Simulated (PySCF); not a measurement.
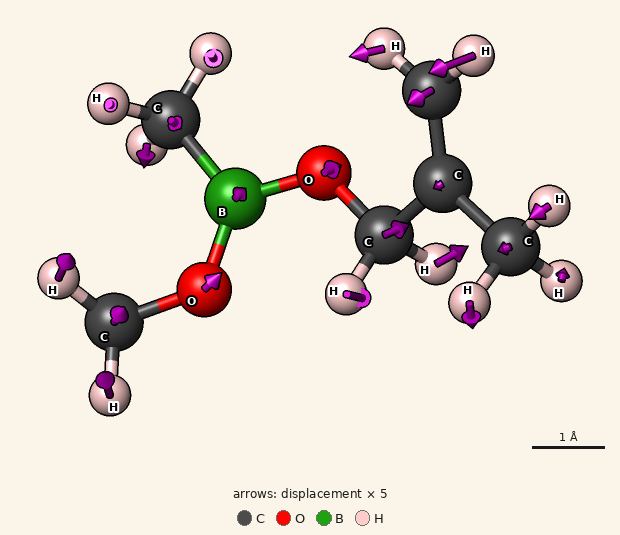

A relaxation of C₆H₁₃BO₂. The starting structure is drawn; purple arrows show the displacements, 5 times their true length. The two geometries are superimposed by the best rigid fit.

The picture is a ball-and-stick view, seen at a tilt.

The start comes from GFN2-xTB. Its atoms were then displaced at random by about 0.01 Å.

These are results of PBE0-D3(BJ)/def2-SVP geometry optimisation, gas phase (PySCF 2.14.0, density-fitted response routines), not measurements. 

Q: What happened in the run?

A: The largest move after the best rigid fit is that of an H atom, 0.17 Å. Largest moves by element: H 0.17 Å, C 0.11 Å, O 0.08 Å, B 0.06 Å. Near-neighbour distances that change, for instance: C–H 1.045 → 1.092 Å, C–C 1.542 → 1.502 Å, B–C 1.611 → 1.574 Å, C–H 1.075 → 1.103 Å. Among the angles between lasting bonds that change: H–C–H 111.8° → 108.1°, O–C–H 108.9° → 111.8°, H–C–H 109.0° → 106.3°. After 4 geometry steps the energy has fallen by 16.8 kJ/mol. The run took 2.5 min on 1 thread of Arm Neoverse N1, with other jobs on the host.
